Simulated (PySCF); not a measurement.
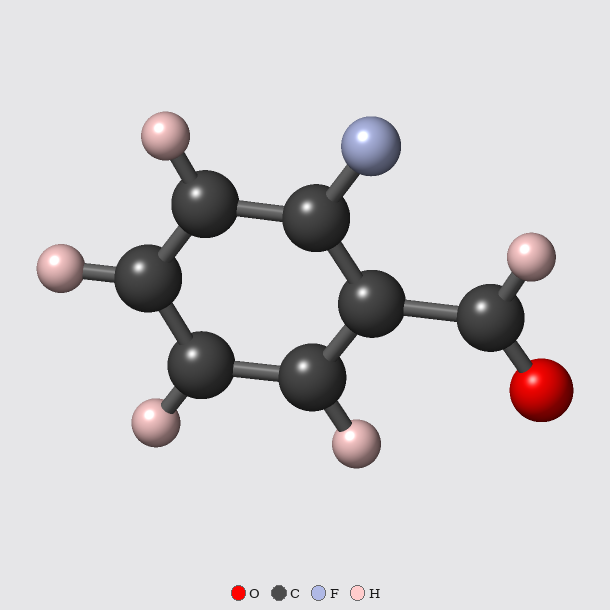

Ball-and-stick drawing of a structure. Every bond is drawn as one stick, whatever its order.

Computed geometry: PBE0-D3(BJ)/def2-TZVP optimisation. No frequency run is at hand to confirm it as a minimum.

**What is the molecular formula?**

C7H5FO, 14 atoms: 7 carbon, 5 hydrogen, 1 fluorine and 1 oxygen.

**Name some functional groups or characteristic bonds that it holds.**

Among them: aldehyde, C–F bond.

More results for the same structure follow; atom numbers are the same in all pictures, views and colours differ.

## Geometry

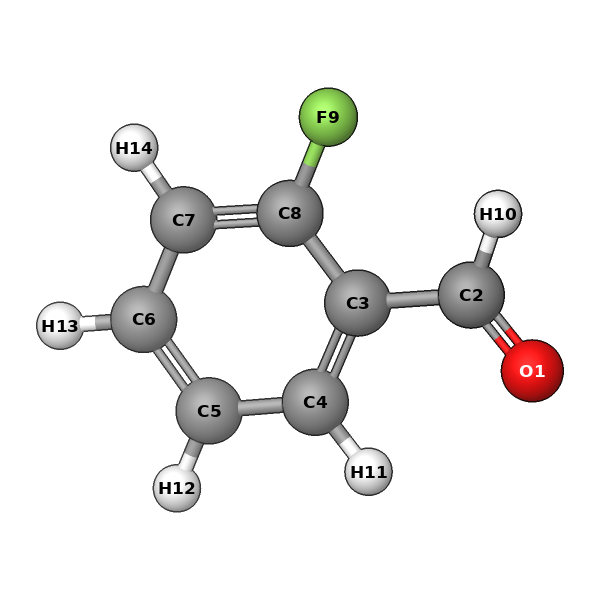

Numbered structure. No frequency run is at hand to confirm it as a minimum.

Give the bond lengths.

```
  bond  length (Å)     order
 O1–C2       1.206    double
 C2–C3       1.475    single
C2–H10       1.105    single
 C3–C4       1.395  aromatic
 C3–C8       1.390  aromatic
 C4–C5       1.380  aromatic
C4–H11       1.084    single
 C5–C6       1.391  aromatic
C5–H12       1.083    single
 C6–C7       1.385  aromatic
C6–H13       1.084    single
 C7–C8       1.381  aromatic
C7–H14       1.083    single
 C8–F9       1.337    single
```

## Electronic properties

No frequency run is at hand to confirm it as a minimum. Method: ωB97X-D/pcSseg-2, gas phase (PySCF 2.14.0).

**Estimate the dipole moment.**

3.47 D.

**Estimate the HOMO–LUMO gap.**

9.11 eV.

**What is the HOMO energy (Kohn–Sham orbital)?**

−9.48 eV.

## Quadrupole coupling

No frequency run is at hand to confirm it as a minimum. Electric field gradients from the ground-state density, PBE0/pcSseg-2 (PySCF 2.14.0), non-relativistic apart from any core potentials.

Give the largest field-gradient component, the quadrupole coupling constant and the asymmetry for 17O at O1 (Q = −25.6 mb), 2H at H10 (Q = 2.86 mb), 2H at H11 (Q = 2.86 mb), 2H at H12 (Q = 2.86 mb), 2H at H13 (Q = 2.86 mb).

| atom | V_zz (a.u.) | e²qQ/h (MHz) | η |
| --- | --- | --- | --- |
| O1 | −1.988 | 11.96 | 0.53 |
| H10 | 0.251 | 0.169 | 0.03 |
| H11 | 0.288 | 0.194 | 0.04 |
| H12 | 0.296 | 0.199 | 0.07 |
| H13 | 0.293 | 0.197 | 0.05 |

## Ring current

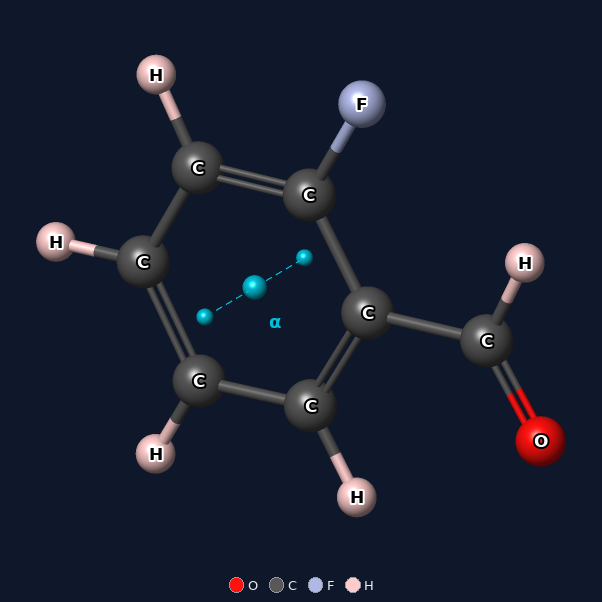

The small points mark where nucleus-independent chemical shifts (NICS) were computed: at the centre of each lettered ring and 1 Å above and below it. No frequency run is at hand to confirm it as a minimum. Properties computed with GIAO ωB97X-D/pcSseg-2 NMR shielding, non-relativistic, IEF-PCM chloroform (PySCF 2.14.0).

Give NICS(0), NICS(1) and the out-of-plane component NICS(1)zz for each ring (means of the two sides).

```json
{"ring": "α", "members": "C6", "NICS(0)": "−9.3", "NICS(1)": "−9.7", "NICS(1)zz": "−26.5"}
```

Values in ppm.

**What do the values say about the ring currents?**

Ring α: diatropic, as in an aromatic ring. NICS is one index among several.
